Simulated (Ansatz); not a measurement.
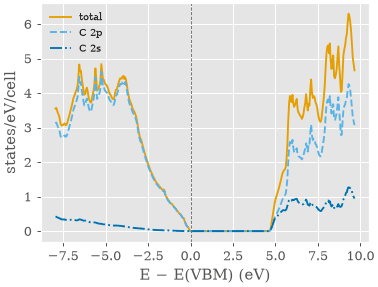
Figure: Total and projected density of states of C in space group P6_3/mmc (No. 194; C on 4f, C on 4f, C on 4e), DFT-r²SCAN in the program Ansatz with PAW potentials

Task: Which orbitals carry the states next to the gap?

Result: Top 1 eV of the valence band: C 2p 99 %. Bottom 1 eV of the conduction band: C 2p 54 %, C 2s 37 %, outside the projected shells 9 %. Projections are on Löwdin-orthogonalised atomic valence shells; empty p or d shells of many metals are not among them.

Task: Where is the tallest occupied peak in this window, and what makes it?

Result: Near -5.2 eV, about 4.8 states/eV per cell; the largest projected share is C 2p.

The workflow started from a Materials Project entry (that database holds measured and hypothetical structures alike). Its sites differ from those of the usual phase in this space group: another stacking or structure type. Symmetry was held in the r²SCAN relaxation; phonons on a q-mesh show no instability.

Potentials: the later of the program's two PAW sets.
